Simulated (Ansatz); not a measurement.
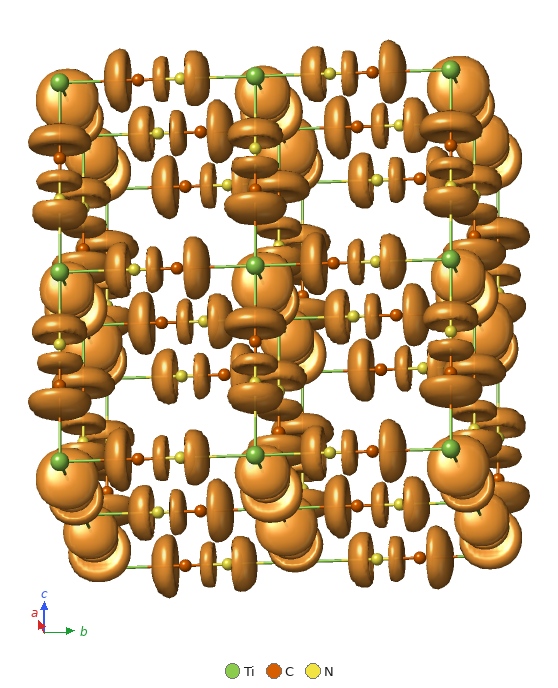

TiC$_{3}$N$_{3}$. Isosurface of the ELF at 0.8 (orange), seen at an oblique angle. Only the valence region is drawn (cores and ρ < 0.01 e/Å³ removed). Sticks mark near contacts.

Space group Fm-3m; a structure generated by program, which may or may not match a known phase; computed without spin polarisation.

Method: DFT PBE, scalar-relativistic, plane waves, PAW (Ansatz 0.2.0).

In a PAW calculation such maps are meaningful between the atoms, not at the nuclei.

### Describe the localisation domains.

At this value the surface marks out 24 regions between bonded C–N atoms, 24 lobes of the valence shell of C pointing towards Ti (polar bonds) and 24 lobes of the valence shell of N pointing towards Ti, counted in one cell of 56 atoms. Regions shared between cells count once. Profiles from the grid: C–N (1.17 Å): the ELF peaks at about 0.85 between the atoms. Ti–N (2.05 Å): the ELF peaks at about 0.90 in the valence shell of N, 0.7 Å from its nucleus, and is about 0.25 at the midpoint (no shared electron pair shows on this line).
